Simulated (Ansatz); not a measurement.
# O2 (oxygen) at U-r2SCAN0/STO-3G

What is the energy change on altering one bond length of O2 (oxygen) at U-r2SCAN0/STO-3G? 

Program for the calculation: Ansatz 0.2.0.

35 further runs of the same task are left out: 14 that didn't finish, 21 set aside as unsound or not needed.

### 1 Starting point

O2: 2 atoms, total charge 0, spin state triplet. As SMILES, `O=O`. The shape is that of a PBE0-D4/def2-TZVP optimisation.

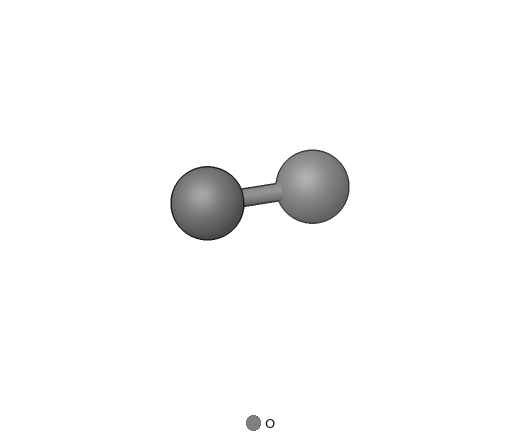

Viewed from a chosen angle; oxygen grey.

### 2 A single-point energy at U-r2SCAN0/STO-3G

run.yaml reads:

```yaml
basis:
  gaussian: {orbitals: STO-3G}
crystal:
  periodic: [false, false, false]
  atoms:
    - {symbol: O, position_ang: [0.509550, -0.164850, 0.262450]}
    - {symbol: O, position_ang: [-0.509550, 0.164850, -0.262450]}
accuracy: high
magnetization: {spin_polarized: true, initial_magnetization: 2}
hamiltonian: {xc: {name: r2SCAN0}}
```

The run is started by

```console
$ ansatz run run.yaml --threads 1 --pin off --max-ram 3480MiB --events-out events.jsonl --progress --plain --runs-dir runs
```

The log of the run:

```text
Warning: RAYON_NUM_THREADS=1 ignored (pool sized by the plan → 1); use --threads N
Functional definition: r2SCAN0
  name "r2SCAN0"
  parameter a = 0.25
  parameter k0 = 0.174
  parameter k1 = 0.065
  parameter a1 = 4.9479
  exchange = (1 - a)*r2scan_x(k0 = k0, k1 = k1, a1 = a1) + a*exact_x
  correlation = r2scan_c
149 factors; integrals over basis functions are off by at most 4.0e-8 eV
mean field evaluation 1: about -4033.1755 eV, gradient 5.0e0 eV
mean field evaluation 2: about -4033.3324 eV, gradient 3.5e-1 eV
mean field evaluation 4: about -4033.3394 eV, gradient 1.5e-1 eV
mean field evaluation 8: about -4033.3396 eV, gradient 1.1e-4 eV
mean field -4033.33957050 eV, -148.2224953201 hartree, gradient 1.2e-8 eV, S^2 2.001312; 0 other end points of the search recorded, 0 dependent functions left out
reference -4033.33957059 eV, -148.2224953235 hartree; 9, 7 occupied and 1, 3 virtual orbitals, 149 factors
Total energy: -4033.33957059 eV, -148.2224953235 hartree
```

It took 1.5 s on 1 thread of Arm Neoverse V1, shared host; peak memory 0.13 GiB.

### 3 The distorted shape, same level

in.yaml reads:

```yaml
crystal:
  periodic: [false, false, false]
  atoms:
    - symbol: O
      position_ang: [0.764318, -0.247273, 0.393672]
    - symbol: O
      position_ang: [-0.509550, 0.164850, -0.262450]
basis:
  gaussian:
    orbitals: STO-3G
magnetization:
  spin_polarized: true
  initial_magnetization: 2
hamiltonian:
  xc: {name: r2SCAN0}
accuracy: high
```

The run is started by

```console
$ ansatz run in.yaml --threads 1 --pin off --max-ram 3480MiB --events-out events.jsonl --progress --plain --runs-dir runs
```

The log of the run:

```text
Warning: RAYON_NUM_THREADS=1 ignored (pool sized by the plan → 1); use --threads N
Functional definition: r2SCAN0
  name "r2SCAN0"
  parameter a = 0.25
  parameter k0 = 0.174
  parameter k1 = 0.065
  parameter a1 = 4.9479
  exchange = (1 - a)*r2scan_x(k0 = k0, k1 = k1, a1 = a1) + a*exact_x
  correlation = r2scan_c
149 factors; integrals over basis functions are off by at most 4.5e-8 eV
mean field evaluation 1: about -4031.9097 eV, gradient 2.9e0 eV
mean field evaluation 2: about -4031.9755 eV, gradient 3.6e-1 eV
mean field evaluation 4: about -4031.9490 eV, gradient 1.8e-1 eV
mean field evaluation 8: about -4031.9493 eV, gradient 1.6e-4 eV
mean field evaluation 16: about -4031.9499 eV, gradient 8.4e-2 eV
mean field evaluation 32: about -4031.9519 eV, gradient 2.9e-9 eV
mean field -4031.95190675 eV, -148.1714996177 hartree, gradient 5.7e-8 eV, S^2 2.000952; 4 other end points of the search recorded, 0 dependent functions left out
reference -4031.95190684 eV, -148.1714996213 hartree; 9, 7 occupied and 1, 3 virtual orbitals, 149 factors
Total energy: -4031.95190684 eV, -148.1714996213 hartree
```

Wall time 4.2 s (1 thread of Arm Neoverse V1, shared host); peak memory 0.14 GiB.

### 4 Outcome

Level: U-r2SCAN0/STO-3G.

| quantity | value |
| --- | --- |
| first shape: total energy | -148.22250 Eh |
| first shape: ⟨S²⟩ | 2.001 |
| distorted shape: total energy | -148.17150 Eh |
| distorted shape: ⟨S²⟩ | 2.001 |
| energy change with the O1–O2 bond stretched from 1.193 to 1.491 Å | 1.388 eV |

What this shows: With the O1–O2 bond stretched from 1.193 to 1.491 Å the energy rises by 1.39 eV (134 kJ/mol). The first shape isn't relaxed at this level, so the change isn't measured from a minimum. The minimal basis adds a large error of its own.
